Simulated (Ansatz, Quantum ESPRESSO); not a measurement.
# 2H-MoTe2, 2 layers, AA' stacking: the dipole at a withheld member of a series

How the rows were computed: Quantum ESPRESSO 7.5, PBE, GBRV ultrasoft. Cell and atoms are relaxed without a field with a D3(BJ) correction and then held. Sawtooth field with dipole correction, 17 Å of vacuum in the starting cell, Fermi-Dirac smearing of 0.002 Ry; bands along a path at each field. The series steps the field along the normal.

```
field along the normal  dipole (e Å)
                 0 V/Å        −0.000
              0.05 V/Å         0.038
               0.1 V/Å         0.075
               0.2 V/Å         0.150
               0.3 V/Å         0.226
```

**Question.** What is the dipole at 0.4 V/Å?

**Fit.** The rows at 0.2 V/Å and 0.3 V/Å give a slope of (0.226 − (0.150))/(0.3 − (0.2)) = 0.76, so a straight line gives 0.302 e Å. A parabola through these and the row at 0.1 V/Å gives 0.303 e Å.

**Check.** 0.301 e Å. The line misses by +0.001 and the parabola by +0.002 e Å. Both misses are under 5 % of the step from the nearer row.

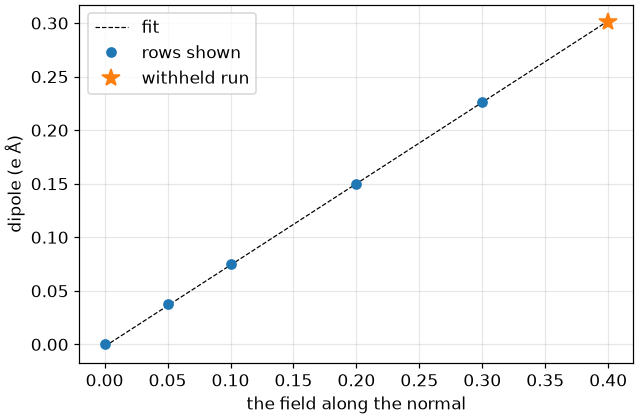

The rows shown, the fit and the withheld run.

Caveats: Ions are held; semilocal gaps are too small; in strong fields empty levels can belong to the vacuum; one stacking. Members without a usable value, or on the other side of zero field or charge, are not listed.

[Logs are printed without paths, hosts, clocks, repeated set-up lines and the standing remarks that a program may print on its own settings, such as how far it seeks lower states.]
